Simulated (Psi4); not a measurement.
# SbCl2 (SMILES [Cl][Sb][Cl]): UBLYP/def2-SVPD (core potential)

What is the vertical doublet–quartet gap of SbCl2 at UBLYP/def2-SVPD (core potential)? 

The results are computed with Psi4 1.11.

1 further run of the same task is left out (it didn't finish).

## Step 1: The system as given

SbCl2: 3 atoms, total charge 0, spin state doublet. As SMILES, `[Cl][Sb][Cl]`. Geometry: relaxed at PBE0-D4/def2-TZVP.

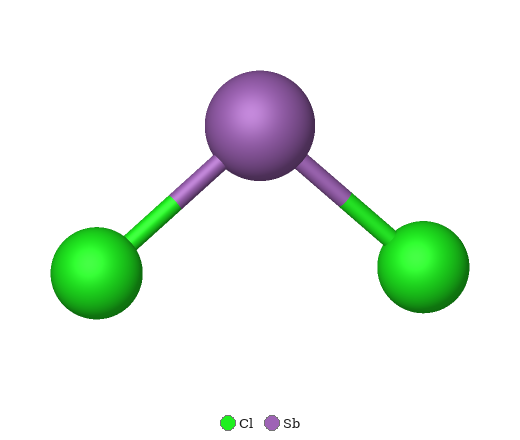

The structure, seen from a chosen angle (chlorine green, antimony purple).

## Step 2: Energy and gradient at UBLYP/def2-SVPD (core potential)

Input file calc.dat:

```
memory 1.6 GB

molecule {
  0 2
  Cl     1.049100     1.312300     0.708100
  Sb    -0.817500     0.443300    -0.396700
  Cl    -0.242500    -1.820400    -0.324700
  symmetry c1
  no_reorient
  no_com
}

set {
  basis                def2-SVPD
  reference            uks
  puream               true
  e_convergence        1e-09
  d_convergence        1e-08
  scf_type             pk
  dft_radial_points    99
  dft_spherical_points 590
  maxiter              200
}

energy_value, wavefunction = gradient('blyp', return_wfn=True)
print_variables()
```

On the command line:

```
psi4 calc.dat calc.out -n 1
```

calc.out:

```text
[...]
    !!!  WARNING: ECP capability is in beta. Please check occupations closely.  !!!
[...]
  Running in c1 symmetry.
[...]
  Nuclear repulsion =  220.268165567323024
[...]
  Multiplicity = 2
[...]
  Nalpha       = 29
  Nbeta        = 28
[...]
    Number of basis functions: 86
[...]
   @UKS iter   1: -1159.72181534644778   -4.88867e-01   1.13284e-02 DIIS/ADIIS
[...]
   @UKS iter  14: -1160.38508806056643   -1.36424e-12   4.64118e-09 DIIS
[...]
   @S^2 Observed:                7.513729070E-01
[...]
    Orbital Energies [Eh]
    ---------------------
    Alpha Occupied:
       1A   -100.722043     2A   -100.722037     3A     -9.186011
       4A     -9.186001     5A     -7.022442     6A     -7.022432
       7A     -7.015971     8A     -7.015965     9A     -7.015261
      10A     -7.015254    11A     -5.560353    12A     -3.829788
      13A     -3.827005    14A     -3.822274    15A     -1.269082
      16A     -1.266806    17A     -1.262708    18A     -1.260464
      19A     -1.260426    20A     -0.760628    21A     -0.738328
      22A     -0.520866    23A     -0.362816    24A     -0.329330
      25A     -0.316387    26A     -0.292061    27A     -0.285983
      28A     -0.282227    29A     -0.184409
    Alpha Virtual:
[...]
  @UKS Final Energy: -1160.38508806056643
   => Energetics <=
    Nuclear Repulsion Energy =            220.2681655673230239
    One-Electron Energy =               -2129.1075467791060873
    Two-Electron Energy =                 824.2718440200761734
    DFT Exchange-Correlation Energy =     -75.8175508688595841
    Empirical Dispersion Energy =           0.0000000000000000
    VV10 Nonlocal Energy =                  0.0000000000000000
    Total Energy =                      -1160.3850880605664315
[...]
 Multipole Moments:
 ------------------------------------------------------------------------------------
     Multipole            Electronic (a.u.)      Nuclear  (a.u.)        Total (a.u.)
 ------------------------------------------------------------------------------------
 L = 1.  Multiply by 2.5417464519 to convert [e a0] to [Debye]
 Dipole X            :          8.8501199           -9.6192729           -0.7691530
 Dipole Y            :         -2.5051360            2.9445712            0.4394353
 Dipole Z            :          4.5544861           -4.9251932           -0.3707071
 Magnitude           :                                                    0.9602725
[...]
  -Total Gradient:
     Atom            X                  Y                   Z
    ------   -----------------  -----------------  -----------------
       1       -0.021023662568    -0.011131500465    -0.012585905210
       2        0.026628343429    -0.015199441713     0.012835506652
       3       -0.005576002035     0.026314541339    -0.000235780843
[...]
```

It took 12 s on 1 thread of Intel Xeon 6975P-C (Granite Rapids), shared host; peak memory 0.65 GiB.

## Step 3: The quartet

Input file cl2sb.json:

```json
{
  "schema_name": "qcschema_input",
  "schema_version": 1,
  "molecule": {
    "schema_name": "qcschema_molecule",
    "schema_version": 2,
    "symbols": ["Cl", "Sb", "Cl"],
    "geometry": [1.98251168, 2.47988759, 1.33811507, -1.54485111, 0.83771559, -0.74965435, -0.45825859, -3.44005744, -0.61359407],
    "molecular_charge": 0,
    "molecular_multiplicity": 4,
    "fix_symmetry": "c1",
    "fix_com": true,
    "fix_orientation": true
  },
  "driver": "gradient",
  "model": {
    "method": "blyp",
    "basis": "def2-SVPD"
  },
  "keywords": {
    "reference": "uks",
    "puream": true,
    "e_convergence": 1e-09,
    "d_convergence": 1e-08,
    "scf_type": "pk",
    "dft_radial_points": 99,
    "dft_spherical_points": 590,
    "maxiter": 200,
    "scf_properties": ["MAYER_INDICES", "WIBERG_LOWDIN_INDICES", "MULLIKEN_CHARGES"]
  }
}
```

On the command line:

```
psi4 --qcschema cl2sb.json -n 1 --memory 1600MB
```

stdout:

```text
[...]
    !!!  WARNING: ECP capability is in beta. Please check occupations closely.  !!!
[...]
  Running in c1 symmetry.
[...]
  Nuclear repulsion =  220.268165577487707
[...]
  Multiplicity = 4
[...]
  Nalpha       = 30
  Nbeta        = 27
[...]
    Number of basis functions: 86
[...]
   @UKS iter   1: -1159.34484428241217   -1.87986e-01   1.25313e-02 ADIIS/DIIS
[...]
   @UKS iter  20: -1160.20313351512300   -2.50111e-12   3.82714e-09 DIIS
[...]
   @S^2 Observed:                3.752837868E+00
[...]
  @UKS Final Energy: -1160.20313351512300
   => Energetics <=
    Nuclear Repulsion Energy =            220.2681655774877072
    One-Electron Energy =               -2128.2842983389000437
    Two-Electron Energy =                 823.6123051324883590
    DFT Exchange-Correlation Energy =     -75.7993058861991074
    Empirical Dispersion Energy =           0.0000000000000000
    VV10 Nonlocal Energy =                  0.0000000000000000
    Total Energy =                      -1160.2031335151229996
[...]
 Multipole Moments:
 ------------------------------------------------------------------------------------
     Multipole            Electronic (a.u.)      Nuclear  (a.u.)        Total (a.u.)
 ------------------------------------------------------------------------------------
 L = 1.  Multiply by 2.5417464519 to convert [e a0] to [Debye]
 Dipole X            :          9.4211449           -9.6192730           -0.1981281
 Dipole Y            :         -2.8316177            2.9445711            0.1129534
 Dipole Z            :          4.8296758           -4.9251930           -0.0955172
 Magnitude           :                                                    0.2472585
[...]
  Mulliken Charges: (a.u.)
   Center  Symbol    Alpha    Beta     Spin     Total
       1    CL     8.92958  8.44360  0.48599 -0.37318
       2    SB    12.14047 10.11320  2.02727  0.74633
       3    CL     8.92995  8.44321  0.48674 -0.37315
   Total alpha = 30.00000, Total beta = 27.00000, Total charge =  0.00000
  Mayer Bond Indices:
  Total Bond Index:
  Irrep: 1 Size: 3 x 3
[...]
  -Total Gradient:
     Atom            X                  Y                   Z
    ------   -----------------  -----------------  -----------------
       1       -0.052109305400    -0.014956981312    -0.029856277904
       2        0.074434812228    -0.042636250403     0.035863581420
       3       -0.022295617493     0.057576138128    -0.005992899630
[...]
```

The result, in JSON:

```text
{
 "driver": "gradient",
 "model": {
  "method": "blyp",
  "basis": "def2-SVPD"
 },
 "success": true,
 "return_result": [-0.05210930539955587, -0.014956981311771513, -0.02985627790355838, 0.07443481222780256, -0.042636250402809224, 0.035863581419517926, -0.022295617492887033, 0.057576138127515025, -0.005992899630351659],
 "properties": {
  "calcinfo_nbasis": 86,
  "calcinfo_nmo": 86,
  "calcinfo_nalpha": 30,
  "calcinfo_nbeta": 27,
  "calcinfo_natom": 3,
  "nuclear_repulsion_energy": 220.2681655774877,
  "return_energy": -1160.203133515123,
  "return_gradient": [-0.05210930539955587, -0.014956981311771513, -0.02985627790355838, 0.07443481222780256, -0.042636250402809224, 0.035863581419517926, -0.022295617492887033, 0.057576138127515025, -0.005992899630351659],
  "scf_one_electron_energy": -2128.2842983389,
  "scf_two_electron_energy": 823.6123051324884,
  "scf_xc_energy": -75.79930588619911,
  "scf_dipole_moment": [-0.19812807682222378, 0.11295341719332264, -0.09551724162776054],
  "scf_total_energy": -1160.203133515123,
  "scf_total_gradient": [-0.05210930539955587, -0.014956981311771513, -0.02985627790355838, 0.07443481222780256, -0.042636250402809224, 0.035863581419517926, -0.022295617492887033, 0.057576138127515025, -0.005992899630351659],
  "scf_iterations": 20
 }
}
```

It took 14 s on 1 thread of Intel Xeon 6975P-C (Granite Rapids), shared host; peak memory 0.65 GiB.

## Step 4: What came out

Level: UBLYP/def2-SVPD (core potential).

```
                                        quantity           value
                           doublet: total energy  -1160.38509 Eh
                          doublet: dipole moment          2.44 D
     doublet: HOMO energy (highest over α and β)        -5.02 eV
      doublet: LUMO energy (lowest over α and β)        -4.15 eV
                                   doublet: ⟨S²⟩           0.751
               doublet: largest force on an atom      1.709 eV/Å
                           quartet: total energy  -1160.20313 Eh
                          quartet: dipole moment          0.63 D
     quartet: HOMO energy (highest over α and β)        -2.90 eV
                                   quartet: ⟨S²⟩           3.753
               quartet: largest force on an atom      4.781 eV/Å
vertical energy of the quartet above the doublet        4.951 eV
```

In words: At this shape the quartet lies 4.95 eV (114 kcal/mol) above the doublet. The largest force (doublet) is 1.71 eV/Å: the shape isn't a stationary point for this species at this level. Mulliken charges (quartet) run from -0.37 on Cl1 to +0.75 on Sb2; in a basis this large or diffuse they mean little.
